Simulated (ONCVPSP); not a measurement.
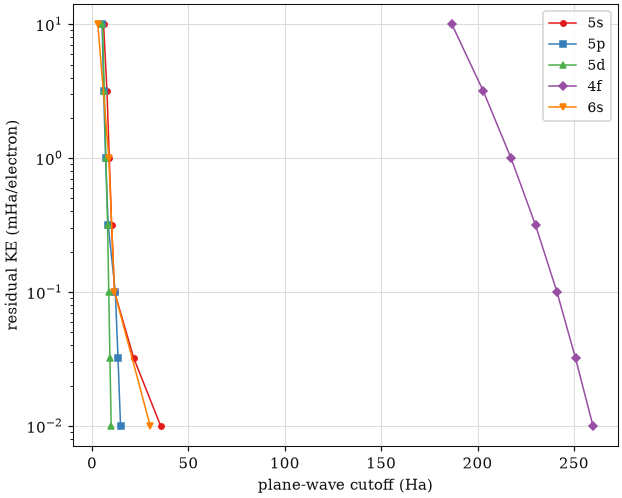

Figure 1. Residual kinetic energy of the pseudo-waves (the first of each channel, and further valence shells) beyond the plane-wave cutoff, as the generator prints it.

- Hardest wave at 1 mHa per electron: 4f, with rc = 0.75 bohr and qcut = 23.4 1/bohr. The optimisation minimises, but can't always remove, the kinetic energy above qcut²/2 = 273.8 Ha, and a larger rc would as a rule soften the wave at some cost in transferability.
- Cutoffs for 1 mHa per electron: 4f: 217 Ha; 5s: 8.9 Ha; 6s: 8.7 Ha; 5d: 7.2 Ha; 5p: 7.0 Ha.
- Cutoffs for the occupied states: 217 Ha for 1 mHa and 241 Ha for 0.1 mHa per electron. The first is set by 4f. The potential isn't sound: its ghost test gives GHOST(-) flagged for s at -993.7 eV, s at -25.3 eV, p at -381.8 eV, d at -324.4 eV; no localised positive-energy state flagged.

## Run report: Gd, pseudopotential generation

- system: gadolinium (Gd, Z = 64), core [Kr] 4d10, reference valence 4f7 5s2 5p6 5d1 6s1 (an ion of charge +1), valence charge 18.
- method: ONCV potential, PBEsol, scalar-relativistic, made with ONCVPSP 4.0.1

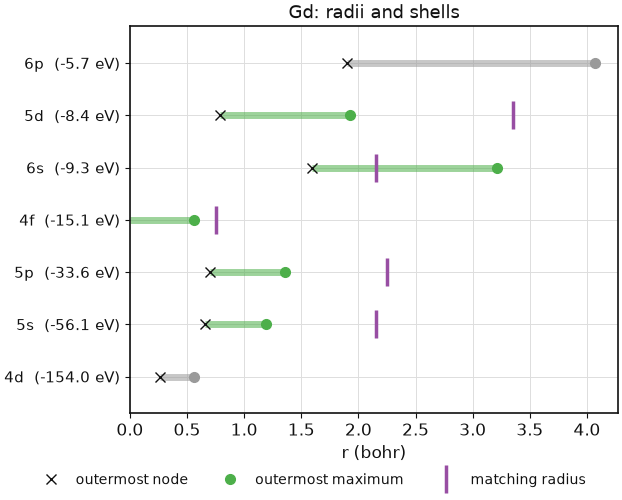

Figure 2. Outer shells of the all-electron reference atom: each bar runs from the outermost node (or the nucleus) to the outermost maximum of u(r); the tick is the radius chosen for the pseudo-wave. Shells without a tick have no pseudo-wave of their own. Levels, nodes and maxima are from ld1.x, scalar-relativistic.

- Radii against the shells: 5s: 2.15 bohr, outside the maximum; 5p: 2.25 bohr, outside the maximum; 4f: 0.75 bohr, outside the maximum; 6s: 2.15 bohr, between node and maximum; 5d: 3.35 bohr, outside the maximum.

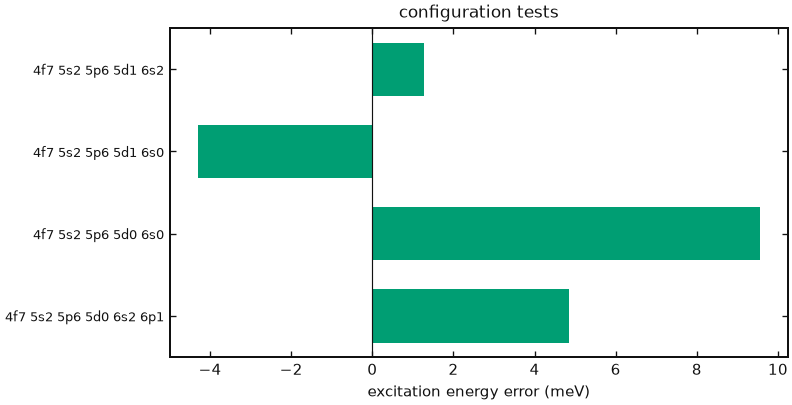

Figure 3. Errors, all-electron minus pseudo, of the energies of valence configurations relative to the unpolarised reference 4f7 5s2 5p6 5d1 6s1.

- Worst configuration: 4f7 5s2 5p6 5d0 6s0 (charge +3): the error is +9.6 meV on an all-electron energy of +31.84 eV relative to the reference, or 0.03 %.
- Errors in meV: 4f7 5s2 5p6 5d1 6s2: +1.3; 4f7 5s2 5p6 5d1 6s0: -4.3; 4f7 5s2 5p6 5d0 6s0: +9.6; 4f7 5s2 5p6 5d0 6s2 6p1: +4.8.
- Configurations within 10 meV and within 50 meV: 4 and 4 of 4.

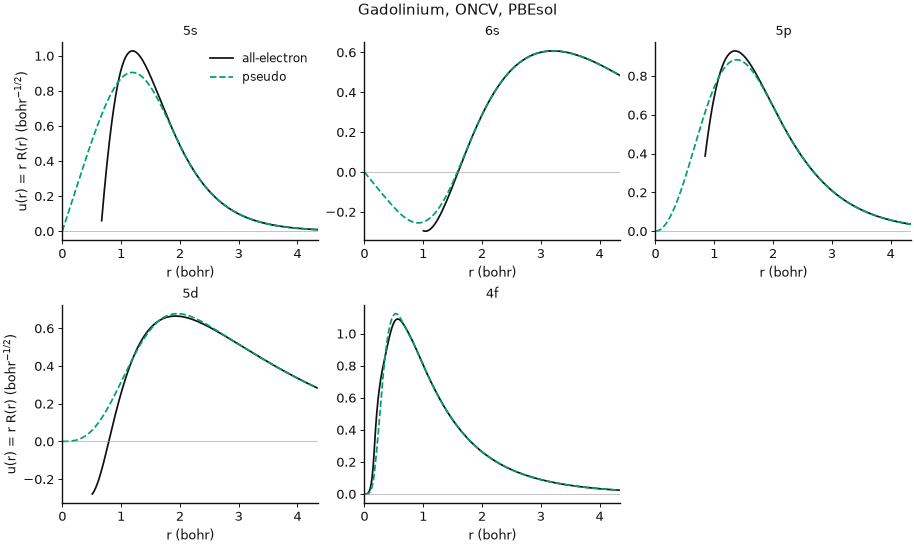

Figure 4. All-electron valence functions (solid) with their pseudo partners (dashed). The innermost oscillations of some all-electron curves aren't drawn. Reference configuration 4f7 5s2 5p6 5d1 6s1.

- Matching radii: 5s at 2.15 bohr; 6s at 2.15 bohr; 5p at 2.25 bohr; 5d at 3.35 bohr; 4f at 0.75 bohr. The curves merge smoothly, so the plot gives these only roughly.
- Nodes of the pseudo-waves: 5s has no node; 6s has a node at about 1.6 bohr; 5p has no node; 5d has no node; 4f has no node. A node in 6s is expected, since a lower shell of the same l is also in the valence and the two must stay orthogonal.
- Cutoffs needed: 217 Ha (loose) and 241 Ha (tight), as the cutoffs at which the residual kinetic energy of the hardest occupied pseudo-wave falls to 1 and 0.1 mHa per electron.

These pictures come from the run below.

The input:
```
# ATOM AND REFERENCE CONFIGURATION
# atsym  z   nc   nv     iexc    psfile
  Gd 64.00    9    5  -116133      upf
#
#   n    l    f
    1    0    2.00
    2    0    2.00
    2    1    6.00
    3    0    2.00
    3    1    6.00
    3    2   10.00
    4    0    2.00
    4    1    6.00
    4    2   10.00
    4    3    7.00
    5    0    2.00
    5    1    6.00
    5    2    1.00
    6    0    1.00
#
# PSEUDOPOTENTIAL AND OPTIMIZATION
# lmax
    3
#
#   l,   rc,      ep,       ncon, nbas, qcut
    0    2.15    0.00    4    8    4.80
    1    2.25    0.00    4    7    5.80
    2    3.35    0.00    4    8    4.90
    3    0.75    0.00    4    9   23.40
#
# LOCAL POTENTIAL
# lloc, lpopt,  rc(5),   dvloc0
    4    5    0.55    0.00
#
# VANDERBILT-KLEINMAN-BYLANDER PROJECTORs
# l, nproj, debl
    0    2    2.50
    1    3    2.70
    2    2    2.80
    3    2    2.00
#
# MODEL CORE CHARGE
# icmod, fcfact, rcfact
    1    0.30    0.00
#
# LOG DERIVATIVE ANALYSIS
# epsh1, epsh2, depsh
   -4.00    5.00    0.02
#
# OUTPUT GRID
# rlmax, drl
    6.00    0.01
#
# TEST CONFIGURATIONS
# ncnf
    4
# nvcnf
#   n    l    f
    5
    4    3    7.00
    5    0    2.00
    5    1    6.00
    5    2    1.00
    6    0    2.00
#
    5
    4    3    7.00
    5    0    2.00
    5    1    6.00
    5    2    1.00
    6    0    0.00
#
    5
    4    3    7.00
    5    0    2.00
    5    1    6.00
    5    2    0.00
    6    0    0.00
#
    6
    4    3    7.00
    5    0    2.00
    5    1    6.00
    5    2    0.00
    6    0    2.00
    6    1    1.00
#
```

Launched with:
```bash
oncvpsp.x < Gd.dat > Gd.out
```

Log (extracts):
```
ONCVPSP  (Optimized Norm-Conservinng Vanderbilt PSeudopotential)
scalar-relativistic version 4.0.1

#   n    l    f        energy (Ha)
    1    0    2.00    -1.8407892E+03
    2    0    2.00    -3.0414575E+02
    2    1    6.00    -2.7070629E+02
    3    0    2.00    -6.7600398E+01
    3    1    6.00    -5.7243071E+01
    3    2   10.00    -4.3567065E+01
    4    0    2.00    -1.3793915E+01
    4    1    6.00    -1.0379465E+01
    4    2   10.00    -5.6576326E+00
    4    3    7.00    -5.5436246E-01
    5    0    2.00    -2.0625872E+00
    5    1    6.00    -1.2357333E+00
    5    2    1.00    -3.0995703E-01
    6    0    1.00    -3.4166530E-01

Reference configufation results
  iterations    30
  all-electron total energy (Ha)   -1.12670305D+04

Begin loop to  construct optimized pseudo wave functions
and semi-local pseudopoentials for all angular momenta

Calculating optimized projector #   1

 for l=   0

    Fraction of norm inside rc  0.951645
    Optimizing pswf for qcut=   4.81 a_B^-1,  ecut=  11.55 Ha
    Residual kinetic energy error=  7.36D-05 Ha

    Energy error per electron        Cutoff
         Ha          eV             Ha
         0.01000     0.27211        5.96
         0.00100     0.02721        8.92
         0.00010     0.00272       11.67
         0.00001     0.00027       35.61

Calculating optimized projector #   2

 for l=   0

    Fraction of norm inside rc  0.078177
    Optimizing pswf for qcut=   4.81 a_B^-1,  ecut=  11.55 Ha
    Residual kinetic energy error=  8.84D-05 Ha

    Energy error per electron        Cutoff
         Ha          eV             Ha
         0.01000     0.27211        2.98
         0.00100     0.02721        8.71
         0.00010     0.00272       11.63
         0.00001     0.00027       30.16

   Wellstate for l =  1  n =  7
     eigenvalue =   1.4643
     asymptotic potential =   1.9643
     half-point radius =  3.7435

   Wellstate for l =  1  n =  9
     eigenvalue =   4.1643
     asymptotic potential =   4.6643
     half-point radius =  4.2644

Calculating optimized projector #   1

 for l=   1

    Fraction of norm inside rc  0.893790
    Optimizing pswf for qcut=   5.81 a_B^-1,  ecut=  16.86 Ha
    Residual kinetic energy error=  1.26D-06 Ha

    Energy error per electron        Cutoff
         Ha          eV             Ha
         0.01000     0.27211        5.19
         0.00100     0.02721        7.00
         0.00010     0.00272       12.06
         0.00001     0.00027       14.78

Calculating optimized projector #   2

 for l=   1

    Fraction of norm inside rc  0.162778
    Optimizing pswf for qcut=   5.81 a_B^-1,  ecut=  16.86 Ha
    Residual kinetic energy error=  5.13D-05 Ha

    Energy error per electron        Cutoff
         Ha          eV             Ha
         0.01000     0.27211        5.60
         0.00100     0.02721       10.94
         0.00010     0.00272       15.96
         0.00001     0.00027       32.65

Calculating optimized projector #   3

 for l=   1

    Fraction of norm inside rc  0.092924
    Optimizing pswf for qcut=   5.81 a_B^-1,  ecut=  16.86 Ha
    Residual kinetic energy error=  3.68D-04 Ha

    Energy error per electron        Cutoff
         Ha          eV             Ha
         0.01000     0.27211        8.33
         0.00100     0.02721       14.68
         0.00010     0.00272       24.52
         0.00001     0.00027       42.47

   Wellstate for l =  2  n =  9
     eigenvalue =   2.4900
     asymptotic potential =   2.9900
     half-point radius =  6.0492

Calculating optimized projector #   1

 for l=   2

    Fraction of norm inside rc  0.796000
    Optimizing pswf for qcut=   4.90 a_B^-1,  ecut=  12.00 Ha
    Residual kinetic energy error=  4.68D-08 Ha

    Energy error per electron        Cutoff
         Ha          eV             Ha
         0.01000     0.27211        5.39
         0.00100     0.02721        7.19
         0.00010     0.00272        8.65
         0.00001     0.00027        9.91

Calculating optimized projector #   2

 for l=   2

    Fraction of norm inside rc  0.154704
    Optimizing pswf for qcut=   4.90 a_B^-1,  ecut=  12.00 Ha
    Residual kinetic energy error=  3.26D-06 Ha

    Energy error per electron        Cutoff
         Ha          eV             Ha
         0.01000     0.27211        7.60
         0.00100     0.02721        9.31
         0.00010     0.00272       10.64
         0.00001     0.00027       11.69

   Wellstate for l =  3  n =  5
     eigenvalue =   1.4456
     asymptotic potential =   1.9456
     half-point radius =  2.3633

Calculating optimized projector #   1

 for l=   3

    Fraction of norm inside rc  0.500656
    Optimizing pswf for qcut=  23.42 a_B^-1,  ecut= 274.29 Ha
    Residual kinetic energy error=  2.24D-06 Ha

    Energy error per electron        Cutoff
         Ha          eV             Ha
         0.01000     0.27211      186.68
         0.00100     0.02721      217.38
         0.00010     0.00272      241.23
         0.00001     0.00027      259.91

Calculating optimized projector #   2

 for l=   3

    Fraction of norm inside rc  0.073621
    Optimizing pswf for qcut=  23.42 a_B^-1,  ecut= 274.29 Ha
    Residual kinetic energy error=  6.32D-07 Ha

    Energy error per electron        Cutoff
         Ha          eV             Ha
         0.01000     0.27211      164.79
         0.00100     0.02721      201.89
         0.00010     0.00272      230.66
         0.00001     0.00027      252.70

Construct Vanderbilt / Kleinmman-Bylander projectors

B matrix Hermiticity error, ll=   0
   1   2    1.6218E-04

  Orthonormal projector coefficients  3.2285E+01  1.2218E+00

B matrix Hermiticity error, ll=   1
   1   2   -2.7550E-04
   1   3   -3.8573E-04
   2   3   -1.7254E-04

  Orthonormal projector coefficients  2.6242E+01  2.8195E+00  4.2634E-01

B matrix Hermiticity error, ll=   2
   1   2   -9.9676E-05

  Orthonormal projector coefficients  4.9494E+00 -4.2174E+00

B matrix Hermiticity error, ll=   3
   1   2    5.1693E-04

  Orthonormal projector coefficients -2.1323E+01 -5.8484E+00

Model core correction analysis
  based on d2Exc/dn_idn_j

d2excae - all-electron derivatives

   -2.019191D-02   -1.247902D-02   -9.404103D-03   -3.635802D-03
   -1.370226D-03
   -1.247829D-02   -2.550361D-02   -2.240484D-02   -9.590175D-03
   -1.981619D-03
   -9.402809D-03   -2.240625D-02   -2.267831D-02   -1.354645D-02
   -3.318899D-03
   -3.662675D-03   -9.634351D-03   -1.372760D-02   -1.827995D-02
   -1.074798D-02
   -1.447728D-03   -2.082286D-03   -3.778777D-03   -1.222974D-02
   -1.262984D-02

d2excps - pseudofunction derivatives with no core correction

   -4.991295D-02   -2.359804D-02   -1.418733D-02   -3.925867D-03
   -2.518691D-03
   -2.359810D-02   -2.528828D-02   -2.243947D-02   -9.457381D-03
   -2.089543D-03
   -1.418631D-02   -2.244081D-02   -2.324092D-02   -1.375184D-02
   -3.382447D-03
   -3.952767D-03   -9.501490D-03   -1.393289D-02   -1.887587D-02
   -1.081655D-02
   -2.596311D-03   -2.190201D-03   -3.842281D-03   -1.229848D-02
   -1.262902D-02

rms 2nd derivative error    6.870433E-03

Polynomial model core charge

d2excps - pseudofunction derivatives with core correction

   -2.775910D-02   -1.566379D-02   -1.077376D-02   -3.569010D-03
   -1.651034D-03
   -1.566320D-02   -2.109755D-02   -2.004982D-02   -9.160426D-03
   -1.673292D-03
   -1.077250D-02   -2.005109D-02   -2.179210D-02   -1.357915D-02
   -3.152754D-03
   -3.595879D-03   -9.204513D-03   -1.376019D-02   -1.887655D-02
   -1.078614D-02
   -1.728567D-03   -1.773927D-03   -3.612580D-03   -1.226806D-02
   -1.258494D-02

rms 2nd derivative error    2.132950E-03

Pseudoatom total energy -112.264729

Diagnostic tests using Vanderbilt-Kleinman-Bylander pseudopotentials
  1 or more projectors used as specified by nproj input data

   l    rcore       rmatch      e in        delta e   norm test  slope test

   0   2.1525917   2.2179490  -2.0625872  -0.0000001   1.0000804   1.0000735
   0   2.1525917   2.2179490  -0.3416653   0.0000021   1.0000180   1.0000120

   1   2.2581121   2.3266733  -1.2357333  -0.0000005   1.0001021   1.0001061
   1   2.2581121   2.3266733   1.4642668   0.0000288   1.0001941   1.0001941
   1   2.2581121   2.3266733   4.1642668   0.0000057   1.0003848   1.0003848

   2   3.3512917   3.4530442  -0.3099570  -0.0000003   1.0000141   1.0000169
   2   3.3512917   3.4530442   2.4900430   0.0000178   1.0000001   1.0000001

   3   0.7511334   0.7739394  -0.5543625   0.0002903   1.0003614   1.0000413
   3   0.7511334   0.7739394   1.4456375  -0.0000953   1.0008000   1.0008000

 Testing for bound ghosts
   n   l    E NL Schr. Eq   E Basis Diag.   E Cutoff

       0                      -36.518932     57.10  WARNING - GHOST(-)
   1   0       -2.062587       -2.062574     57.10
       0                       -0.930290     57.10  WARNING - GHOST(-)
   2   0       -0.341663       -0.322064     57.10

       1                      -14.031734     59.61  WARNING - GHOST(-)
   2   1       -1.235734       -1.235716     59.61

       2                      -11.921075     30.71  WARNING - GHOST(-)
   3   2       -0.309957       -0.309897     30.71

   4   3       -0.554072       -0.503148    873.41

 Testing for highly-localized positive-energy ghosts
       l    <radius>/rc     E Basis Diag.   E Cutoff

Test configuration 0

   n   l     f        eae           eps        diff
   1   0  2.0000-1840.78921676
   2   0  2.0000 -304.14575020
   2   1  6.0000 -270.70629258
   3   0  2.0000  -67.60039839
   3   1  6.0000  -57.24307135
   3   2 10.0000  -43.56706461
   4   0  2.0000  -13.79391505
   4   1  6.0000  -10.37946478
   4   2 10.0000   -5.65763261
   4   3  7.0000   -0.55436246   -0.55407212    2.90D-04
   5   0  2.0000   -2.06258721   -2.06258727   -5.79D-08
   5   1  6.0000   -1.23573325   -1.23573376   -5.11D-07
   5   2  1.0000   -0.30995703   -0.30995737   -3.46D-07
   6   0  1.0000   -0.34166530   -0.34166316    2.14D-06

    Total energies and differences
      AE_ref= -1.12670305D+04  AE_tst= -1.12670305D+04  dif=  0.00D+00
      PS_ref= -1.12264729D+02  PS_tst= -1.12264729D+02  dif= -9.95D-14
      PSP excitation error=  9.95D-14

Test configuration 1

   n   l     f        eae           eps        diff
   1   0  2.0000-1840.55421972
   2   0  2.0000 -303.91189634
   2   1  6.0000 -270.47236831
   3   0  2.0000  -67.36687445
   3   1  6.0000  -57.00953919
   3   2 10.0000  -43.33354473
   4   0  2.0000  -13.56030274
   4   1  6.0000  -10.14583502
   4   2 10.0000   -5.42402273
   4   3  7.0000   -0.32090848   -0.31925748    1.65D-03
   5   0  2.0000   -1.82886041   -1.82840368    4.57D-04
   5   1  6.0000   -1.00234872   -1.00224722    1.02D-04
   5   2  1.0000   -0.09388833   -0.09392525   -3.69D-05
   6   0  2.0000   -0.15246385   -0.15243788    2.60D-05

    Total energies and differences
      AE_ref= -1.12670305D+04  AE_tst= -1.12672757D+04  dif= -2.45D-01
      PS_ref= -1.12264729D+02  PS_tst= -1.12510051D+02  dif= -2.45D-01
      PSP excitation error=  4.65D-05

Test configuration 2

   n   l     f        eae           eps        diff
   1   0  2.0000-1841.06429095
   2   0  2.0000 -304.41909003
   2   1  6.0000 -270.97975132
   3   0  2.0000  -67.87287463
   3   1  6.0000  -57.51556492
   3   2 10.0000  -43.83959172
   4   0  2.0000  -14.06657003
   4   1  6.0000  -10.65217943
   4   2 10.0000   -5.93037262
   4   3  7.0000   -0.82668839   -0.82821506   -1.53D-03
   5   0  2.0000   -2.33525183   -2.33580295   -5.51D-04
   5   1  6.0000   -1.50664037   -1.50678078   -1.40D-04
   5   2  1.0000   -0.55634277   -0.55625403    8.87D-05

    Total energies and differences
      AE_ref= -1.12670305D+04  AE_tst= -1.12665878D+04  dif=  4.43D-01
      PS_ref= -1.12264729D+02  PS_tst= -1.11821879D+02  dif=  4.43D-01
      PSP excitation error= -1.58D-04

Test configuration 3

   n   l     f        eae           eps        diff
   1   0  2.0000-1841.48125583
   2   0  2.0000 -304.83811028
   2   1  6.0000 -271.39885983
   3   0  2.0000  -68.28726683
   3   1  6.0000  -57.93001612
   3   2 10.0000  -44.25480413
   4   0  2.0000  -14.48092876
   4   1  6.0000  -11.06690527
   4   2 10.0000   -6.34576070
   4   3  7.0000   -1.24011664   -1.23520378    4.91D-03
   5   0  2.0000   -2.74646710   -2.74348651    2.98D-03
   5   1  6.0000   -1.90659129   -1.90514377    1.45D-03

    Total energies and differences
      AE_ref= -1.12670305D+04  AE_tst= -1.12658604D+04  dif=  1.17D+00
      PS_ref= -1.12264729D+02  PS_tst= -1.11095028D+02  dif=  1.17D+00
      PSP excitation error=  3.51D-04

Test configuration 4

   n   l     f        eae           eps        diff
   1   0  2.0000-1840.67106389
   2   0  2.0000 -304.03164954
   2   1  6.0000 -270.59202741
   3   0  2.0000  -67.48455702
   3   1  6.0000  -57.12723987
   3   2 10.0000  -43.45169697
   4   0  2.0000  -13.67844188
   4   1  6.0000  -10.26425132
   4   2 10.0000   -5.54301040
   4   3  7.0000   -0.43951382   -0.43326097    6.25D-03
   5   0  2.0000   -1.94813886   -1.94511072    3.03D-03
   5   1  6.0000   -1.11540831   -1.11438238    1.03D-03
   6   0  2.0000   -0.20082113   -0.20069684    1.24D-04
   6   1  1.0000   -0.08037114   -0.08039696   -2.58D-05

    Total energies and differences
      AE_ref= -1.12670305D+04  AE_tst= -1.12672078D+04  dif= -1.77D-01
      PS_ref= -1.12264729D+02  PS_tst= -1.12442250D+02  dif= -1.78D-01
      PSP excitation error=  1.78D-04
```

Summary:

- outcome: generated, with a ghost state
- cutoffs needed: 217 Ha and 241 Ha (the cutoffs at which the residual kinetic energy of the hardest occupied pseudo-wave falls to 1 and 0.1 mHa per electron)
- ghost test: GHOST(-) flagged for s at -993.7 eV, s at -25.3 eV, p at -381.8 eV, d at -324.4 eV; no localised positive-energy state flagged
- largest excitation error: +9.6 meV (all-electron minus pseudo) for 4f7 5s2 5p6 5d0 6s0, out of 4 test configurations
- rms error of d²Exc/dni dnj: 6.87 mHa without and 2.13 mHa with the model core
- range over which the phases arctan(r R′/R) at the test radius agree within 0.05 rad (a looser test near the poles than one of phase shifts): p: over the whole range computed; d: up to about 0.5 Ha; f: over the whole range computed; s: not judged, the stored energies step over a narrow level
- hardware: 1 CPU thread, shared host
- wall time: 14 s

Remarks:

The potential has a bound ghost state, so it can't be used as it stands.
